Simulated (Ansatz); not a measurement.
# Thickness series in ZnS

The parent structure is ZnS in the zinc blende structure (space group F-43m, No. 216; a = 5.389 Å). Axes: x, y, z lie along the cube axes.

Free-standing slabs (2 atom(s) a layer) normal to [110] with 15 Å of vacuum; in-plane cell held at bulk.

Calculations: r2SCAN (Ansatz, an electronic-structure program; PAW; 500 eV plane waves; spin-orbit coupling left out).

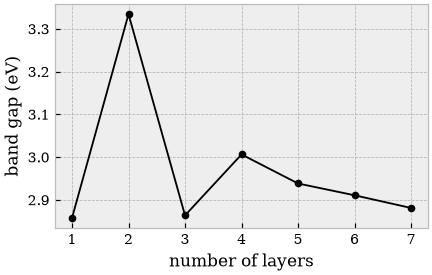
*Band gap against number of layers*

```csv
number of layers,band gap
1,2.86 eV
2,3.33 eV
3,2.86 eV
4,3.01 eV
5,2.94 eV
6,2.91 eV
7,2.88 eV
```

Whether these cells are dynamically stable was not tested.
